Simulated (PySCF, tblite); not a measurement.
# CH6Ge: bond homolysis, EPR parameters

Aim: compute the bond homolysis, EPR parameters of CH6Ge (`[CH3][GeH3]`).

Computed with tblite 0.8.0 and PySCF 2.14.0 and routines of our own; the level stands in each step. Atoms count from 0.

## (1) The starting structure

8 atoms, charge 0, multiplicity 1; geometry from: start built from the parent or by distance geometry.

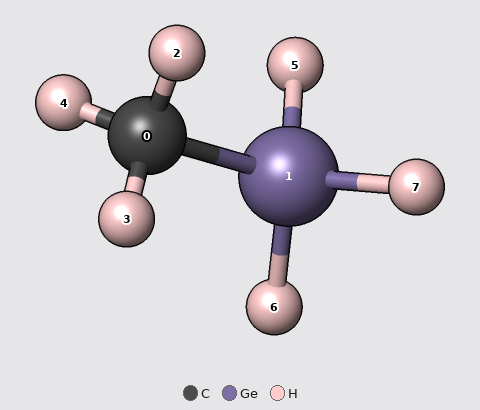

The starting geometry (carbon dark grey, germanium purple, hydrogen pink).

## (2) Optimising the geometry with GFN2-xTB

The job: settings as JSON, then the geometry in Å.

```
{"job": {"kind": "relax", "xc": "GFN2-xTB", "basis": "xTB"}, "charge": 0, "multiplicity": 1}
C     -1.016200    -0.118200    -0.009000
Ge     0.906300     0.086800    -0.044800
H     -1.399800     0.530300     0.815600
H     -1.224500    -1.162600     0.152200
H     -1.499000     0.255000    -0.919800
H      1.134200     1.514400    -0.562600
H      1.607700    -0.990300    -0.900600
H      1.509300    -0.096500     1.419900
```

On the command line:

```console
$ OMP_NUM_THREADS=1 python redox_run.py task.json out
```

One launch serves the whole session: the jobs run in the order shown.

Output:

```text
step      E/eV     max force
  0    -193.19950    1.085
  1    -193.25744    0.888
  2    -193.31424    0.811
  3    -193.33667    0.576
  4    -193.35356    0.470
  5    -193.36258    0.363
  6    -193.37062    0.438
  7    -193.37782    0.293
  8    -193.38250    0.259
  9    -193.38502    0.135
 10    -193.38618    0.097
 11    -193.38691    0.081
 12    -193.38766    0.085
 13    -193.38826    0.069
 14    -193.38861    0.056
 15    -193.38882    0.048
 16    -193.38903    0.054
 17    -193.38936    0.077
 18    -193.38972    0.066
 19    -193.38996    0.045
 20    -193.39011    0.035
 21    -193.39028    0.055
 22    -193.39052    0.071
 23    -193.39076    0.059
 24    -193.39091    0.026
 25    -193.39096    0.022
 26    -193.39100    0.023
 27    -193.39109    0.039
 28    -193.39125    0.054
 29    -193.39153    0.060
 30    -193.39183    0.055
 31    -193.39207    0.053
 32    -193.39231    0.056
 33    -193.39259    0.065
 34    -193.39294    0.069
 35    -193.39327    0.044
 36    -193.39351    0.042
 37    -193.39370    0.045
 38    -193.39396    0.069
 39    -193.39427    0.067
 40    -193.39446    0.036
 41    -193.39452    0.012
 42    -193.39454    0.010
```

It took 0.12 s on 1 thread of Intel Xeon at 2.80GHz, shared host.

Along the way: (not every step is listed)

```tsv
step	energy from step 0 (eV)	largest force (eV/Å)
0	0.0000	1.0853
1	-0.0579	0.8877
2	-0.1147	0.8106
3	-0.1372	0.5756
4	-0.1541	0.4699
5	-0.1631	0.3629
6	-0.1711	0.4381
7	-0.1783	0.2929
8	-0.1830	0.2590
10	-0.1867	0.0974
12	-0.1882	0.0852
14	-0.1891	0.0560
16	-0.1895	0.0535
18	-0.1902	0.0660
20	-0.1906	0.0355
22	-0.1910	0.0711
24	-0.1914	0.0256
26	-0.1915	0.0228
28	-0.1918	0.0539
30	-0.1923	0.0550
32	-0.1928	0.0562
34	-0.1934	0.0689
36	-0.1940	0.0416
37	-0.1942	0.0450
38	-0.1945	0.0686
39	-0.1948	0.0666
40	-0.1950	0.0356
41	-0.1950	0.0122
42	-0.1950	0.0098
```

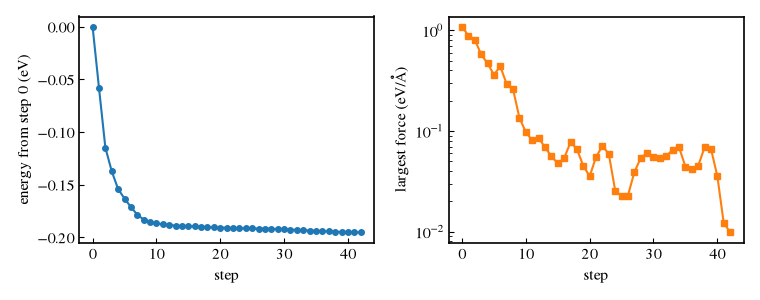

Energy and largest force along the relaxation.

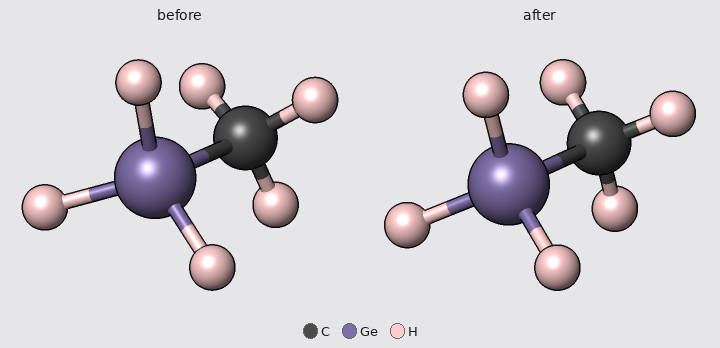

The geometry before (left) and after (right).

Distances of close pairs at the start and the end, largest changes first:

```tsv
bond	before (Å)	after (Å)	change (Å)
Ge1–H7	1.595	1.494	-0.100
Ge1–H6	1.544	1.494	-0.051
Ge1–H5	1.536	1.494	-0.042
C0–H2	1.117	1.087	-0.030
C0–Ge1	1.934	1.959	+0.025
C0–H3	1.077	1.087	+0.010
C0–H4	1.096	1.087	-0.009
```

The final coordinates are the input of the step that follows.

## (3) Harmonic vibrations with GFN2-xTB

The job: settings as JSON, then the geometry in Å.

```
{"job": {"kind": "ir", "xc": "GFN2-xTB", "basis": "xTB"}, "charge": 0, "multiplicity": 1}
C     -1.029952    -0.117922     0.015325
Ge     0.915252     0.108808    -0.024685
H     -1.483932     0.575803     0.718344
H     -1.295177    -1.127900     0.317393
H     -1.459525     0.065072    -0.966306
H      1.295066     1.493833    -0.435487
H      1.553495    -0.834828    -0.990560
H      1.522888    -0.144040     1.316845
```

Output:

```text
mode    cm-1     km/mol
  1     162.9      0.00
  2     462.7     40.43
  3     463.3     40.57
  4     602.6     44.51
  5     791.1    373.59
  6     805.1    215.59
  7     805.4    215.50
  8     878.0     36.91
  9     878.1     36.71
 10    1333.2      5.61
 11    1459.9      0.07
 12    1460.1      0.08
 13    1998.5    144.72
 14    2080.2    497.93
 15    2083.1    498.16
 16    3015.6     33.41
 17    3015.8     33.53
 18    3017.4      4.48
ZPE 151.406  H(298)-E 165.681  G(298)-E 85.057 kJ/mol  S 270.41 J/(mol K)
```

Wall time 0.14 s (1 thread of Intel Xeon at 2.80GHz, shared host).

The strongest bands and the atoms that carry them (share of the mass-weighted mode):

```tsv
cm⁻¹	km/mol	atoms
463	40.6	H7 44 %, H5 21 %, H6 15 %
603	44.5	C0 68 %, Ge1 17 %
791	373.6	H7 32 %, H5 32 %, H6 32 %
805	215.6	H3 31 %, H4 23 %, H6 15 %, C0 14 %
805	215.5	H2 35 %, H4 16 %, C0 14 %, H5 13 %
1998	144.7	H7 36 %, H5 32 %, H6 31 %
2080	497.9	H7 62 %, H5 27 %
2083	498.2	H6 58 %, H5 40 %
```

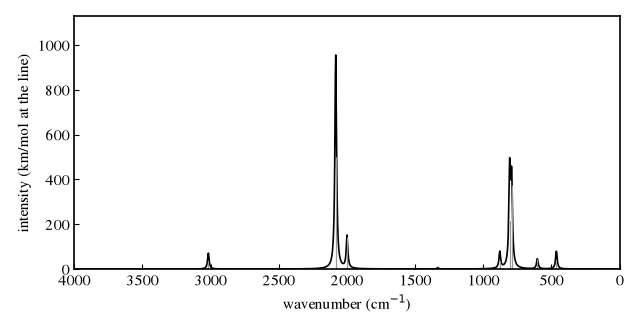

The infrared spectrum from these modes, unscaled. Lines are broadened to a width of 14 cm⁻¹ (Lorentzian).

## (4) Relaxing the molecule at PBE0-D3(BJ)/def2-SVP

Settings changed since step 3:

```diff
@@ -1,2 +1,2 @@
-{"job": {"kind": "ir", "xc": "GFN2-xTB", "basis": "xTB"}, "charge": 0, "multiplicity": 1}
+{"job": {"xc": "PBE0", "basis": "def2-SVP", "d3": "d3bj", "grid": 1, "kind": "geom"}, "charge": 0, "multiplicity": 1}
 C     -1.029952    -0.117922     0.015325
```

Output:

```text
step   0  E = -2118.10205320  max force = 0.016978
step   1  E = -2118.10467164  max force = 0.004203
step   2  E = -2118.10484994  max force = 0.000505
step   3  E = -2118.10485253  max force = 0.000049
optimisation converged
```

Wall time 7.6 s (1 thread of Intel Xeon at 2.80GHz, shared host).

Relaxation path:

```tsv
step	energy from step 0 (eV)	largest force component (eV/Å)
0	0.0000	0.8730
1	-0.0713	0.2161
2	-0.0761	0.0260
3	-0.0762	0.0025
```

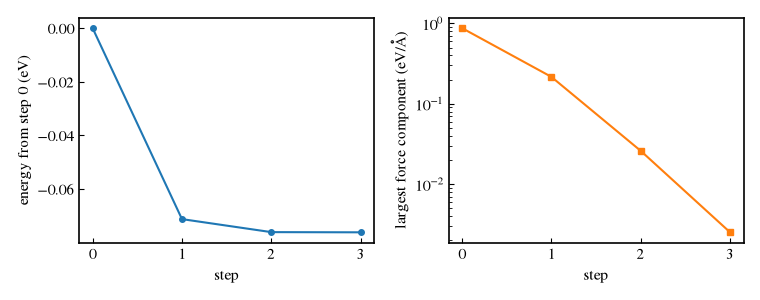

Energy and largest force along the relaxation.

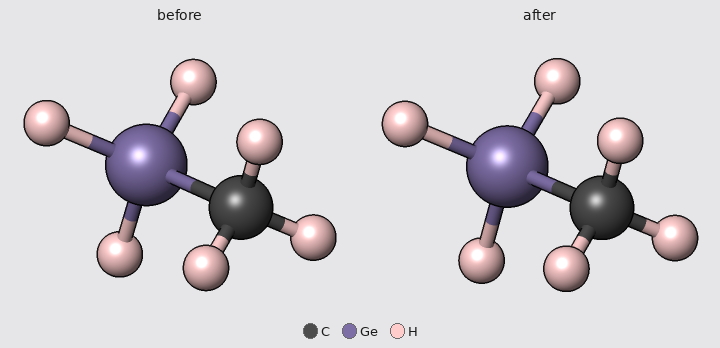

The geometry before (left) and after (right).

Distances of close pairs at the start and the end, largest changes first:

```tsv
bond	before (Å)	after (Å)	change (Å)
Ge1–H6	1.494	1.541	+0.048
Ge1–H5	1.494	1.541	+0.048
Ge1–H7	1.494	1.541	+0.047
C0–H4	1.087	1.099	+0.012
C0–H2	1.087	1.099	+0.012
C0–H3	1.087	1.099	+0.012
C0–Ge1	1.959	1.953	-0.006
```

The end geometry stands in the next job.

```tsv
at the end point	value
point group (found at 0.08 Å tolerance)	C3v
rotational constants (GHz, main isotopes)	53.077, 8.591, 8.590
dipole moment (D)	0.73
```

## (5) Harmonic vibrations (CH6Ge): PBE0-D3(BJ)/def2-SVP

The job: settings as JSON, then the geometry in Å.

```
{"job": {"xc": "PBE0", "basis": "def2-SVP", "d3": "d3bj", "grid": 2, "kind": "hessian"}, "charge": 0, "multiplicity": 1}
C     -1.024344    -0.112754     0.022061
Ge     0.915514     0.105236    -0.031445
H     -1.470152     0.592877     0.737617
H     -1.286435    -1.135149     0.329834
H     -1.458098     0.075258    -0.970546
H      1.283739     1.539345    -0.460161
H      1.539774    -0.882132    -1.037223
H      1.524666    -0.161378     1.359248
```

Output:

```text
coarse grid: 27432 points
cycle   1  E = -2118.0788648704  dE = -7.766e-01  |g| = 4.046e-01  |ddm| = 2.475e+00
cycle   2  E = -2118.0689715845  dE =  9.893e-03  |g| = 4.567e-01  |ddm| = 5.860e-01
cycle   3  E = -2118.1047235157  dE = -3.575e-02  |g| = 1.984e-02  |ddm| = 3.367e-01
cycle   4  E = -2118.1048281314  dE = -1.046e-04  |g| = 1.056e-02  |ddm| = 2.952e-02
cycle   5  E = -2118.1048520312  dE = -2.390e-05  |g| = 1.342e-03  |ddm| = 8.767e-03
cycle   6  E = -2118.1048525219  dE = -4.907e-07  |g| = 1.036e-04  |ddm| = 1.884e-03
final grid: 56480 points
cycle   7  E = -2118.1048417729  dE = -7.285e-09  |g| = 9.671e-05  |ddm| = 6.558e-04
cycle   8  E = -2118.1048417729  dE = -5.548e-11  |g| = 1.156e-04  |ddm| = 1.875e-04
cycle   9  E = -2118.1048417746  dE = -1.689e-09  |g| = 6.075e-06  |ddm| = 7.834e-05
cycle  10  E = -2118.1048417746  dE = -1.410e-11  |g| = 1.156e-06  |ddm| = 1.055e-05
converged SCF energy = -2118.1048417746

mode    cm-1
  1     170.2
  2     491.6
  3     491.7
  4     610.7
  5     843.7
  6     843.7
  7     846.2
  8     903.5
  9     903.6
 10    1257.2
 11    1437.4
 12    1437.5
 13    2151.0
 14    2151.0
 15    2151.5
 16    3070.7
 17    3183.2
 18    3183.5
ZPE 156.280  H(298)-E 170.283  G(298)-E 90.043 kJ/mol  S 269.13 J/(mol K)
```

Run time: 75 s. Hardware: 1 thread of Intel Xeon at 2.80GHz, shared host; peak memory 1.1 GiB.

Zero-point energy 156.28 kJ/mol (xTB gave 151.41).

## (6) Single point (CH6Ge): M06-2X/def2-TZVP

Geometry: PBE0-D3(BJ)/def2-SVP.

Settings changed since step 5:

```diff
@@ -1,2 +1,2 @@
-{"job": {"xc": "PBE0", "basis": "def2-SVP", "d3": "d3bj", "grid": 2, "kind": "hessian"}, "charge": 0, "multiplicity": 1}
+{"job": {"kind": "sp", "xc": "M06-2X", "basis": "def2-TZVP", "grid": 3}, "charge": 0, "multiplicity": 1}
 C     -1.024344    -0.112754     0.022061
```

Output:

```text
coarse grid: 27432 points
cycle   1  E = -2118.6714834264  dE = -7.538e-01  |g| = 4.318e-01  |ddm| = 1.875e+00
cycle   2  E = -2118.6763288676  dE = -4.845e-03  |g| = 4.198e-01  |ddm| = 3.730e-01
cycle   3  E = -2118.6938317733  dE = -1.750e-02  |g| = 1.389e-02  |ddm| = 1.820e-01
cycle   4  E = -2118.6939037168  dE = -7.194e-05  |g| = 5.475e-03  |ddm| = 2.522e-02
cycle   5  E = -2118.6939095412  dE = -5.824e-06  |g| = 2.427e-03  |ddm| = 4.755e-03
final grid: 93608 points
cycle   6  E = -2118.6943994518  dE = -3.065e-06  |g| = 1.311e-03  |ddm| = 5.992e-03
cycle   7  E = -2118.6943995096  dE = -5.784e-08  |g| = 1.262e-03  |ddm| = 1.589e-03
cycle   8  E = -2118.6943999075  dE = -3.979e-07  |g| = 6.898e-05  |ddm| = 7.818e-04
cycle   9  E = -2118.6943999093  dE = -1.795e-09  |g| = 2.986e-05  |ddm| = 1.137e-04
converged SCF energy = -2118.6943999093
```

It took 5.2 s on 1 thread of Intel Xeon at 2.80GHz, shared host; peak memory 0.61 GiB.

## (7) Optimising the geometry with GFN2-xTB

This step treats CH₅Ge radical, labelled `[CH2][GeH3]` (the label fixes atoms and charge, not where charge and spin sit).

The job: settings as JSON, then the geometry in Å.

```
{"job": {"kind": "relax", "xc": "GFN2-xTB", "basis": "xTB"}, "charge": 0, "multiplicity": 2}
C     -1.008100    -0.118900     0.016800
Ge     0.904800     0.113900    -0.054500
H     -1.269000    -1.142800     0.333000
H     -1.460600     0.089900    -0.991100
H      1.280500     1.535500    -0.448800
H      1.528800    -0.883900    -1.046000
H      1.525100    -0.155500     1.348200
```

Output:

```text
step      E/eV     max force
  0    -176.79702    1.963
  1    -176.88428    1.372
  2    -176.97799    1.056
  3    -177.01825    0.590
  4    -177.04429    0.473
  5    -177.05369    0.465
  6    -177.06758    0.464
  7    -177.07467    0.442
  8    -177.08453    0.295
  9    -177.08960    0.203
 10    -177.09478    0.243
 11    -177.10022    0.365
 12    -177.10654    0.378
 13    -177.11193    0.227
 14    -177.11439    0.115
 15    -177.11521    0.077
 16    -177.11587    0.082
 17    -177.11639    0.058
 18    -177.11683    0.072
 19    -177.11725    0.062
 20    -177.11762    0.068
 21    -177.11785    0.048
 22    -177.11792    0.022
 23    -177.11794    0.011
 24    -177.11795    0.013
 25    -177.11796    0.009
```

Wall time 0.07 s (1 thread of Intel Xeon at 2.80GHz, shared host).

The steps of the relaxation:

```tsv
step	energy from step 0 (eV)	largest force (eV/Å)
0	0.0000	1.9629
1	-0.0873	1.3720
2	-0.1810	1.0563
3	-0.2212	0.5903
4	-0.2473	0.4733
5	-0.2567	0.4653
6	-0.2706	0.4638
7	-0.2776	0.4425
8	-0.2875	0.2947
9	-0.2926	0.2035
10	-0.2978	0.2427
11	-0.3032	0.3648
12	-0.3095	0.3781
13	-0.3149	0.2271
14	-0.3174	0.1150
15	-0.3182	0.0769
16	-0.3188	0.0820
17	-0.3194	0.0584
18	-0.3198	0.0723
19	-0.3202	0.0621
20	-0.3206	0.0676
21	-0.3208	0.0483
22	-0.3209	0.0225
23	-0.3209	0.0115
24	-0.3209	0.0130
25	-0.3209	0.0093
```

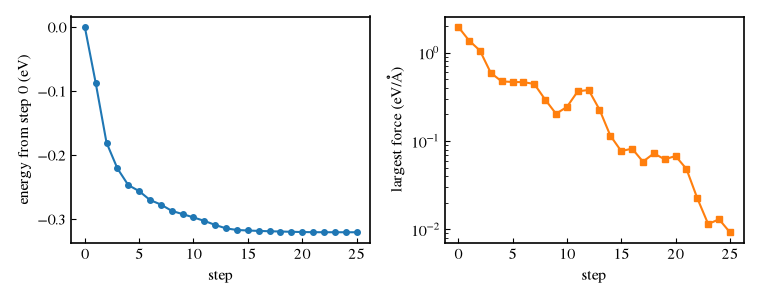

Energy and force, step by step.

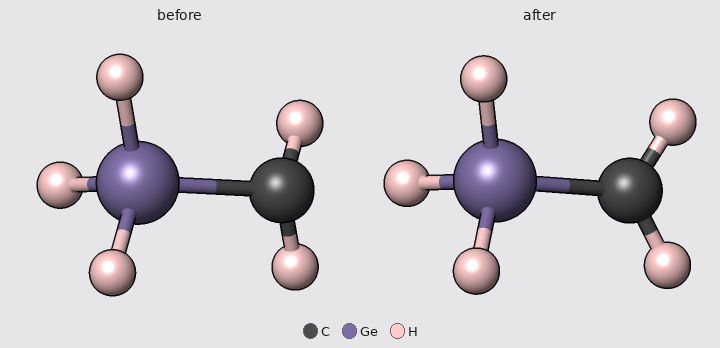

Before and after, at one scale.

Close pairs (by a distance rule), those that changed most:

```tsv
bond	before (Å)	after (Å)	change (Å)
Ge1–H6	1.557	1.492	-0.065
C0–H3	1.124	1.076	-0.048
Ge1–H5	1.539	1.501	-0.038
C0–Ge1	1.928	1.895	-0.033
Ge1–H4	1.522	1.492	-0.030
C0–H2	1.103	1.076	-0.027
```

The end geometry stands in the next job.

## (8) Harmonic vibrations with GFN2-xTB

The job: settings as JSON, then the geometry in Å.

```
{"job": {"kind": "ir", "xc": "GFN2-xTB", "basis": "xTB"}, "charge": 0, "multiplicity": 2}
C     -0.915655    -0.296011    -0.169547
Ge     0.940726     0.072795    -0.075030
H     -1.387121    -1.041198     0.446957
H     -1.566178     0.195916    -0.871283
H      1.227310     1.483478    -0.468802
H      1.734970    -0.799588    -1.003091
H      1.467433    -0.177156     1.298410
```

Output:

```text
mode    cm-1     km/mol
  1      31.8      0.19
  2     452.4      1.66
  3     464.6     34.03
  4     518.5    166.39
  5     669.0     51.85
  6     732.6    152.97
  7     794.2    241.67
  8     840.3    104.43
  9     870.1     60.16
 10    1358.6      0.09
 11    1967.6    190.69
 12    2035.0    325.83
 13    2084.1    466.17
 14    3082.4      8.97
 15    3122.7     25.80
ZPE 113.787  H(298)-E 129.065  G(298)-E 42.154 kJ/mol  S 291.50 J/(mol K)
```

Wall time 0.13 s (1 thread of Intel Xeon at 2.80GHz, shared host).

Which atoms move in the most intense modes:

```tsv
cm⁻¹	km/mol	atoms
518	166.4	H5 25 %, C0 22 %, H3 13 %, H2 13 %
733	153.0	H3 30 %, H2 30 %, C0 17 %
794	241.7	H4 34 %, H6 34 %, H5 26 %
840	104.4	H6 41 %, H4 40 %, H5 16 %
870	60.2	H5 44 %, H4 26 %, H6 25 %
1968	190.7	H5 86 %
2035	325.8	H4 45 %, H6 41 %, H5 12 %
2084	466.2	H6 51 %, H4 47 %
```

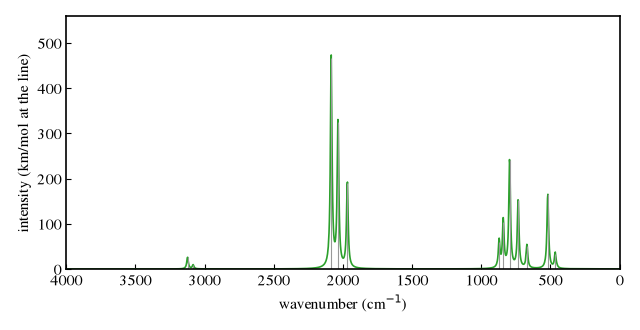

The infrared spectrum from these modes, unscaled. Lines are broadened to a width of 14 cm⁻¹ (Lorentzian).

## (9) Optimising the geometry at PBE0-D3(BJ)/def2-SVP

This step treats CH5Ge radical, labelled `[CH2][GeH3]` (the label fixes atoms and charge, not where charge and spin sit).

Settings changed since step 8:

```diff
@@ -1,2 +1,2 @@
-{"job": {"kind": "ir", "xc": "GFN2-xTB", "basis": "xTB"}, "charge": 0, "multiplicity": 2}
+{"job": {"xc": "PBE0", "basis": "def2-SVP", "d3": "d3bj", "grid": 1, "kind": "geom"}, "charge": 0, "multiplicity": 2}
 C     -0.915655    -0.296011    -0.169547
```

Output:

```text
step   0  E = -2117.43127137  max force = 0.017378
step   1  E = -2117.43416319  max force = 0.004348
step   2  E = -2117.43435095  max force = 0.000447
step   3  E = -2117.43435333  max force = 0.000035
optimisation converged
```

It took 8.5 s on 1 thread of Intel Xeon at 2.80GHz, shared host.

Along the way:

```tsv
step	energy from step 0 (eV)	largest force component (eV/Å)
0	0.0000	0.8936
1	-0.0787	0.2236
2	-0.0838	0.0230
3	-0.0839	0.0018
```

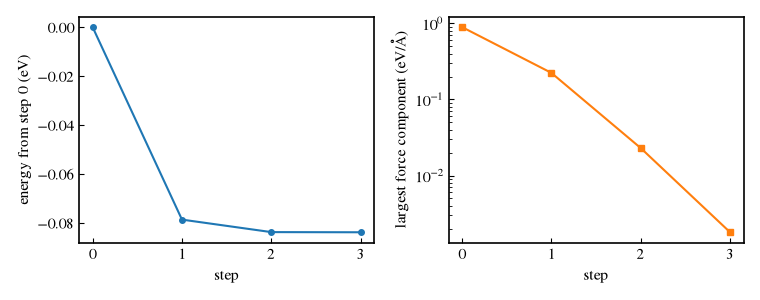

Energy and force, step by step.

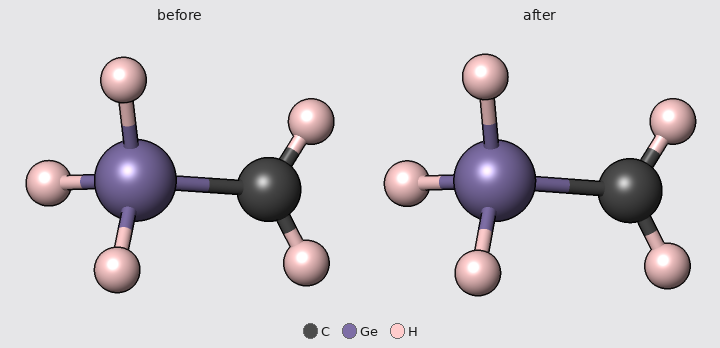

Before and after, at one scale.

Distances of close pairs at the start and the end, largest changes first:

```tsv
bond	before (Å)	after (Å)	change (Å)
Ge1–H6	1.492	1.540	+0.048
Ge1–H4	1.492	1.540	+0.048
Ge1–H5	1.501	1.545	+0.044
C0–Ge1	1.895	1.921	+0.026
C0–H2	1.076	1.094	+0.018
C0–H3	1.076	1.094	+0.018
```

The final coordinates are the input of the step that follows.

```tsv
at the end point	value
point group (found at 0.08 Å tolerance)	Cs
rotational constants (GHz, main isotopes)	62.762, 9.502, 9.191
dipole moment (D)	0.53
⟨S²⟩	0.755
```

## (10) Harmonic vibrations (CH5Ge radical, [CH2][GeH3]): PBE0-D3(BJ)/def2-SVP

The job: settings as JSON, then the geometry in Å.

```
{"job": {"xc": "PBE0", "basis": "def2-SVP", "d3": "d3bj", "grid": 2, "kind": "hessian"}, "charge": 0, "multiplicity": 2}
C     -0.925519    -0.295195    -0.175768
Ge     0.957227     0.072247    -0.073258
H     -1.402687    -1.054491     0.451599
H     -1.577681     0.210544    -0.894558
H      1.232042     1.535526    -0.466957
H      1.751869    -0.839784    -1.034717
H      1.467986    -0.182634     1.357148
```

Output:

```text
coarse grid: 24960 points
cycle   1  E = -2117.4155332865  dE = -7.654e-01  |g| = 2.507e-01  |ddm| = 1.704e+00
cycle   2  E = -2117.4160014221  dE = -4.681e-04  |g| = 2.649e-01  |ddm| = 3.048e-01
cycle   3  E = -2117.4341445762  dE = -1.814e-02  |g| = 1.323e-02  |ddm| = 1.750e-01
cycle   4  E = -2117.4343090698  dE = -1.645e-04  |g| = 7.506e-03  |ddm| = 2.692e-02
cycle   5  E = -2117.4343483839  dE = -3.931e-05  |g| = 2.158e-03  |ddm| = 1.058e-02
cycle   6  E = -2117.4343527655  dE = -4.382e-06  |g| = 7.515e-04  |ddm| = 3.927e-03
final grid: 51112 points
cycle   7  E = -2117.4343449770  dE = -3.442e-07  |g| = 7.025e-04  |ddm| = 1.773e-03
cycle   8  E = -2117.4343450251  dE = -4.810e-08  |g| = 7.933e-04  |ddm| = 1.263e-03
cycle   9  E = -2117.4343451914  dE = -1.663e-07  |g| = 6.404e-05  |ddm| = 5.395e-04
cycle  10  E = -2117.4343451967  dE = -5.315e-09  |g| = 3.022e-05  |ddm| = 1.396e-04
cycle  11  E = -2117.4343451981  dE = -1.356e-09  |g| = 2.346e-06  |ddm| = 8.773e-05
cycle  12  E = -2117.4343451981  dE = -2.183e-11  |g| = 8.907e-07  |ddm| = 3.919e-06
converged SCF energy = -2117.4343451981

mode    cm-1
  1      38.8
  2     469.4
  3     494.9
  4     592.0
  5     655.6
  6     794.4
  7     851.2
  8     882.3
  9     896.7
 10    1361.2
 11    2123.2
 12    2155.8
 13    2157.9
 14    3158.3
 15    3277.5
ZPE 119.084  H(298)-E 133.981  G(298)-E 47.652 kJ/mol  S 289.55 J/(mol K)
```

It took 72 s on 1 thread of Intel Xeon at 2.80GHz, shared host; peak memory 1 GiB.

Zero-point energy 119.08 kJ/mol (xTB gave 113.79).

(Part 1 of 2 ends here.)
